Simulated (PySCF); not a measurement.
System: C₅H₉FN₃ (SMILES Cc1c(F)n(C)n[n+]1C) (charge +1).

```yaml
atoms:
  - { symbol: C, position_ang: [-1.8220, 1.4795, 0.0454] }
  - { symbol: C, position_ang: [-0.5901, 0.6615, 0.0068] }
  - { symbol: C, position_ang: [0.7390, 1.0106, -0.0998] }
  - { symbol: F, position_ang: [1.2991, 2.1699, -0.1969] }
  - { symbol: N, position_ang: [1.4576, -0.1367, -0.0856] }
  - { symbol: C, position_ang: [2.9020, -0.2860, -0.1795] }
  - { symbol: N, position_ang: [0.6771, -1.1774, 0.0214] }
  - { symbol: N, position_ang: [-0.5328, -0.6996, 0.0755] }
  - { symbol: C, position_ang: [-1.6576, -1.6107, 0.1998] }
  - { symbol: H, position_ang: [-1.5597, 2.5439, 0.0009] }
  - { symbol: H, position_ang: [-2.3880, 1.3042, 0.9729] }
  - { symbol: H, position_ang: [-2.4779, 1.2525, -0.8090] }
  - { symbol: H, position_ang: [3.3458, 0.7155, -0.2063] }
  - { symbol: H, position_ang: [3.2628, -0.8357, 0.6985] }
  - { symbol: H, position_ang: [3.1494, -0.8325, -1.0984] }
  - { symbol: H, position_ang: [-2.3323, -1.4794, -0.6564] }
  - { symbol: H, position_ang: [-2.1945, -1.4064, 1.1357] }
  - { symbol: H, position_ang: [-1.2572, -2.6302, 0.2109] }
```

Geometry: PBE0-D3(BJ)/def2-SVP.

All numbers below come from PBE0/pcSseg-1, SCF density, gas phase, non-relativistic (PySCF).

### What will maps of the electron density and electron localisation function show?

C–F (1.29 Å): ρ is about 2.6 e/Å³ halfway; the ELF peaks at about 0.85 between the atoms, as expected for a polar covalent bond.
N–N (1.30 Å): ρ at the midpoint is about 2.8 e/Å³; the ELF peaks at about 0.90 between the atoms; a covalent bond.
C–N (1.35 Å): ρ at the midpoint is about 2.4 e/Å³; the ELF peaks at about 0.90 between the atoms; a covalent bond.
C–C (1.38 Å): the density is about 2.2 e/Å³ at the midpoint; the ELF peaks at about 0.95 between the atoms; a covalent bond.

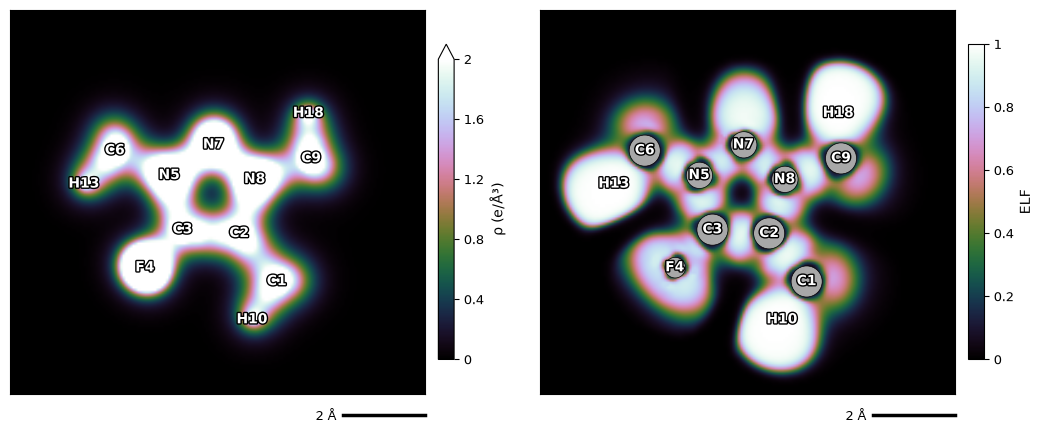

Computed electron density and electron localisation function on the plane of atoms C1, C2 and N8, in this order. Grey discs cover the atomic cores in the ELF map. 
